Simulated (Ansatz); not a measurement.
# USVWN5/STO-3G run of GeH3O (SMILES [O][GeH3])

Aim: the vertical doublet–quartet gap of GeH3O at USVWN5/STO-3G, from 2 runs. 

Program for the calculation: Ansatz 0.2.0.

80 further runs of the same task are left out: 25 that didn't finish, 55 set aside as unsound or not needed.

**1. Starting point**

GeH3O: 5 atoms, total charge 0, spin state doublet. As SMILES, `[O][GeH3]`. The coordinates come from a PBE0-D4/def2-TZVP relaxation.

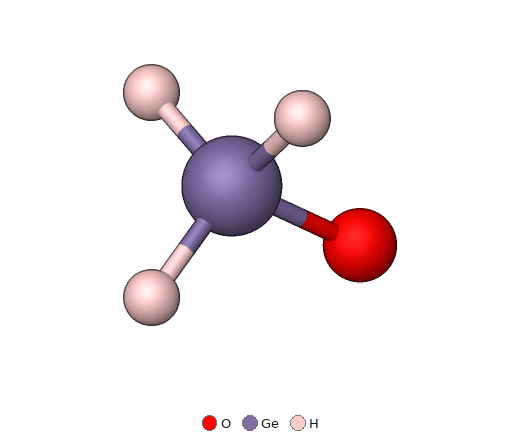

The structure, seen from a chosen angle (oxygen red, germanium purple, hydrogen pink).

**2. A single-point energy at USVWN5/STO-3G**

The input, molecule.yaml:

```yaml
crystal:
  periodic: [false, false, false]
  atoms:
    - {symbol: O, position_ang: [-1.443900, 0.418600, 0.777300]}
    - {symbol: Ge, position_ang: [0.072300, -0.056300, -0.056900]}
    - {symbol: H, position_ang: [-0.162200, -0.091200, -1.574700]}
    - {symbol: H, position_ang: [0.548000, -1.418100, 0.471500]}
    - {symbol: H, position_ang: [1.035700, 1.073400, 0.341400]}
basis:
  gaussian: {orbitals: STO-3G}
magnetization: {spin_polarized: true, initial_magnetization: 1}
hamiltonian: {xc: {name: SVWN5}}
accuracy: high
```

Started as:

```console
ansatz run molecule.yaml --threads 1 --pin off --max-ram 2610MiB --events-out events.jsonl --progress --plain --runs-dir runs
```

The program printed:

```text
Warning: RAYON_NUM_THREADS=1 ignored (pool sized by the plan → 1); use --threads N
Functional definition: SVWN5
  name "SVWN5"
  exchange = slater_x
  correlation = vwn5_c
384 factors; integrals over basis functions are off by at most 5.4e-9 eV
mean field evaluation 1: about -57735.8535 eV, gradient 1.5e2 eV
mean field evaluation 2: about -57529.7606 eV, gradient 1.6e2 eV
mean field evaluation 4: about -57678.5434 eV, gradient 9.6e1 eV
mean field evaluation 8: about -57822.2083 eV, gradient 1.7e1 eV
mean field evaluation 16: about -57824.3795 eV, gradient 1.2e-1 eV
mean field evaluation 32: about -57824.3755 eV, gradient 4.7e-2 eV
mean field -57824.38715513 eV, -2125.0070331736 hartree, gradient 3.6e-8 eV, S^2 0.752501; 3 other end points of the search recorded, 0 dependent functions left out
reference -57824.38715668 eV, -2125.0070332306 hartree; 22, 21 occupied and 4, 5 virtual orbitals, 384 factors
Total energy: -57824.38715668 eV, -2125.0070332306 hartree
```

Run time: 3.3 s. Hardware: 1 thread of Arm Neoverse V1, shared host; peak memory 0.11 GiB.

**3. The quartet at the same level**

The input, job.yaml:

```yaml
crystal:
  periodic: [false, false, false]
  atoms:
    - {symbol: O, position_ang: [-1.443900, 0.418600, 0.777300]}
    - {symbol: Ge, position_ang: [0.072300, -0.056300, -0.056900]}
    - {symbol: H, position_ang: [-0.162200, -0.091200, -1.574700]}
    - {symbol: H, position_ang: [0.548000, -1.418100, 0.471500]}
    - {symbol: H, position_ang: [1.035700, 1.073400, 0.341400]}
basis:
  gaussian: {orbitals: STO-3G}
magnetization: {spin_polarized: true, initial_magnetization: 3}
hamiltonian: {xc: {name: SVWN5}}
accuracy: high
```

Started as:

```console
ansatz run job.yaml --threads 1 --pin off --max-ram 2610MiB --events-out events.jsonl --progress --plain --runs-dir runs
```

The program printed:

```text
Warning: RAYON_NUM_THREADS=1 ignored (pool sized by the plan → 1); use --threads N
[... 4 set-up lines as earlier in the session ...]
384 factors; integrals over basis functions are off by at most 5.4e-9 eV
mean field evaluation 1: about -57665.7220 eV, gradient 1.9e2 eV
mean field evaluation 2: about -57555.5950 eV, gradient 9.7e1 eV
mean field evaluation 4: about -57682.3965 eV, gradient 1.1e2 eV
mean field evaluation 8: about -57753.0276 eV, gradient 3.8e1 eV
mean field evaluation 16: about -57818.0407 eV, gradient 4.2e-4 eV
mean field evaluation 32: about -57811.9870 eV, gradient 3.3e1 eV
mean field -57818.04073541 eV, -2124.7738065508 hartree, gradient 2.4e-8 eV, S^2 3.750591; 2 other end points of the search recorded, 0 dependent functions left out
reference -57818.04073699 eV, -2124.7738066088 hartree; 23, 20 occupied and 3, 6 virtual orbitals, 384 factors
Total energy: -57818.04073699 eV, -2124.7738066088 hartree
```

Wall time 1.7 s (1 thread of Arm Neoverse V1, shared host); peak memory 0.11 GiB.

**4. Summary of results**

At USVWN5/STO-3G:

```
                                        quantity           value
                           doublet: total energy  -2125.00703 Eh
                                   doublet: ⟨S²⟩           0.753
                           quartet: total energy  -2124.77381 Eh
                                   quartet: ⟨S²⟩           3.751
vertical energy of the quartet above the doublet        6.346 eV
```

What this shows: At this shape the quartet lies 6.35 eV (146 kcal/mol) above the doublet. In a minimal basis such a difference can be off by several eV, whatever the method.
